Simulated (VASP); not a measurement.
Band structure of BAs (zinc blende). Calculation: SCAN meta-GGA, VASP's PBE PAW potentials (set 64) (plane waves; VASP).

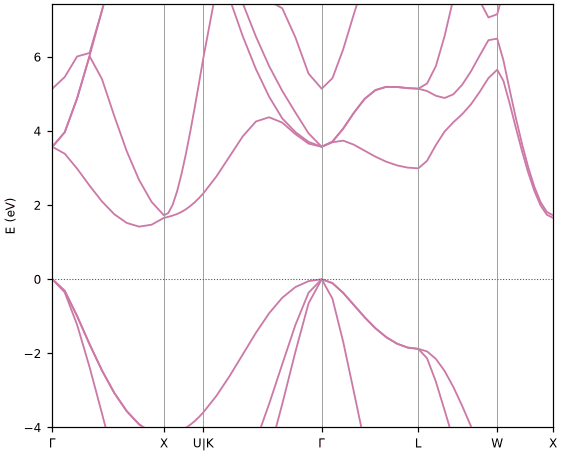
Bands along high-symmetry lines, zero at the valence-band maximum or, without a gap, the Fermi level

Problem. Read the plot: is there a gap, and where are the band edges?

Solution. The gap is indirect, 1.42 eV, from the valence maximum at Γ to the conduction minimum at Γ-X at 0.78.

Measured: gap 1.82 eV (computed value off by -0.40 eV), as given by Wikipedia, List of semiconductor materials.

The compound is BAs in the zinc blende structure. The cell was not relaxed at this level.
